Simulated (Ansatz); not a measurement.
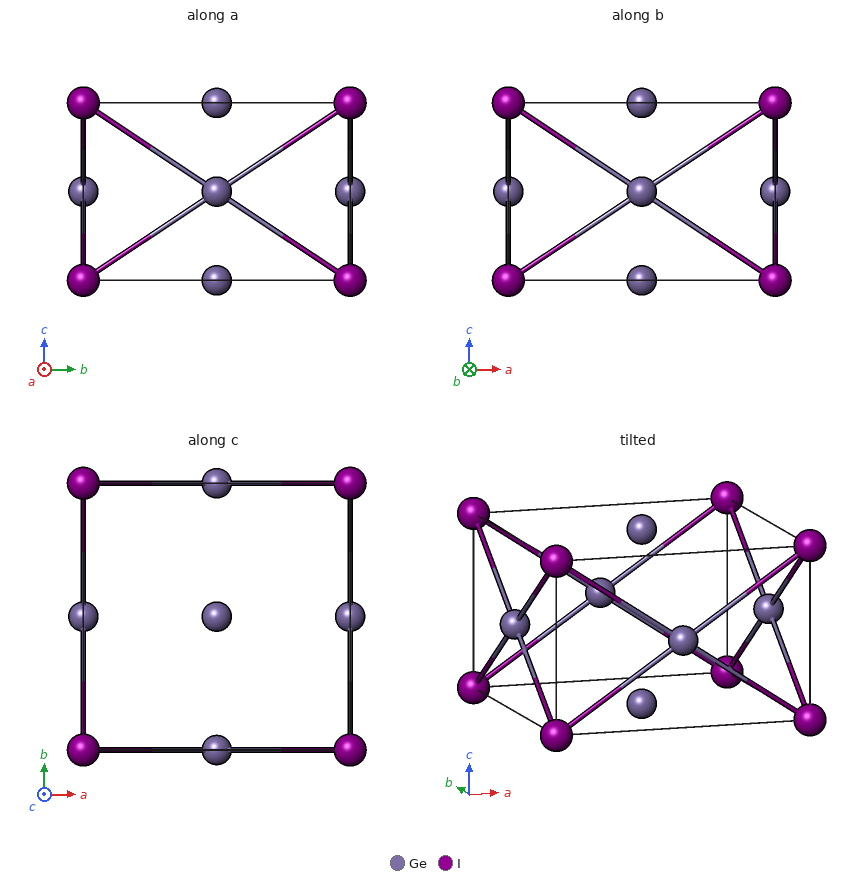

We look at a ball-and-stick model of the crystal along the a axis, along the b axis, along the c axis and slightly off an axis. The frame is the conventional unit cell; atoms at its boundary are shown with their periodic copies.

Lattice parameters: a = 5.2104 Å, b = 5.2104 Å, c = 3.4660 Å, α = 90.000°, β = 90.000°, γ = 90.000°.

Set out the cell and atoms as a CIF with its space group and independent sites.

```cif
data_structure
_symmetry_space_group_name_H-M 'P 4/m m m'
_symmetry_Int_Tables_number 123
_cell_length_a 5.2104
_cell_length_b 5.2104
_cell_length_c 3.4660
_cell_angle_alpha 90.000
_cell_angle_beta 90.000
_cell_angle_gamma 90.000
_cell_volume 94.10
loop_
_atom_site_label
_atom_site_type_symbol
_atom_site_symmetry_multiplicity
_atom_site_Wyckoff_symbol
_atom_site_fract_x
_atom_site_fract_y
_atom_site_fract_z
_atom_site_occupancy
Ge1 Ge 2 e 0.0000 0.5000 0.5000 1
Ge2 Ge 1 c 0.5000 0.5000 0.0000 1
I1 I 1 a 0.0000 0.0000 0.0000 1
```

The structure comes from a structure type filled with these elements by a generator (whether the compound takes this form wasn't checked). It is drawn as it came out of a relaxation with DFT PBE, scalar-relativistic, plane waves, PAW (Ansatz).
